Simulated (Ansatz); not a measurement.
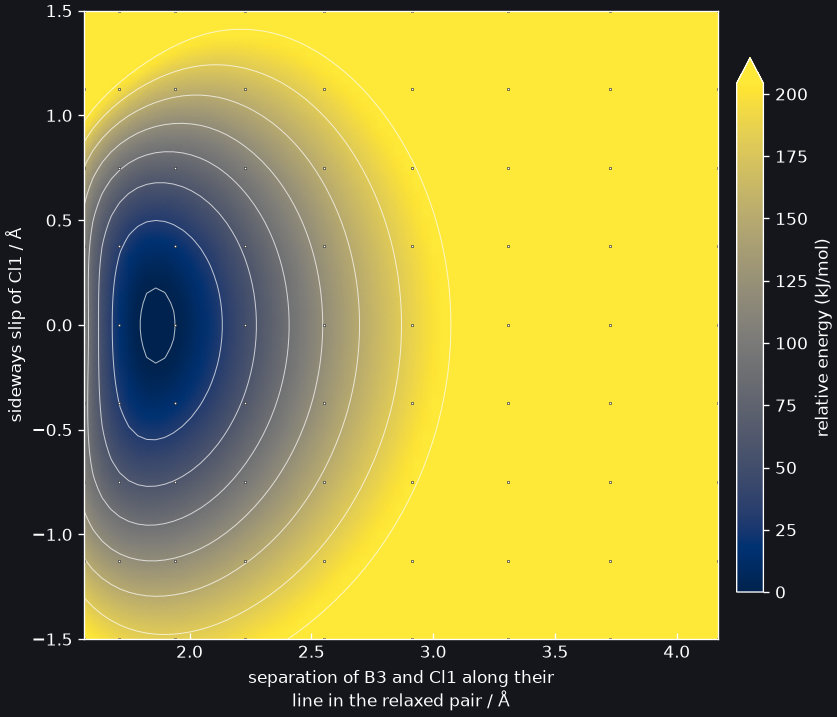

BCl4, charge −1. 
- The first coordinate is: separation of B3 and Cl1 along their line in the relaxed pair; the second: sideways slip of Cl1.
- Nothing is relaxed (both partners rigid).
- The grid has 9 × 9 points.
- Points are written as (first, second).
- All energies are given in kJ/mol relative to the lowest grid point.
- Computed with RKS PBE0-D4/def2-SVPD in Ansatz.

In the figure: a smooth colour map with a few white contour lines, dots at the grid points, one colour for all values above the top of the scale. Between grid points the surface is interpolated.

> Where is the minimum, and how stiff is the well along each coordinate?

The interpolated minimum is at the first coordinate ≈ 1.861 Å, sideways slip of Cl1 ≈ 0.000 Å. The curvatures there are about 16 eV/Å² and 2.5 eV/Å², with a cross term of about 0 eV/Å². Round the minimum the two coordinates are nearly uncoupled. (1 eV is 96.5 kJ/mol.)
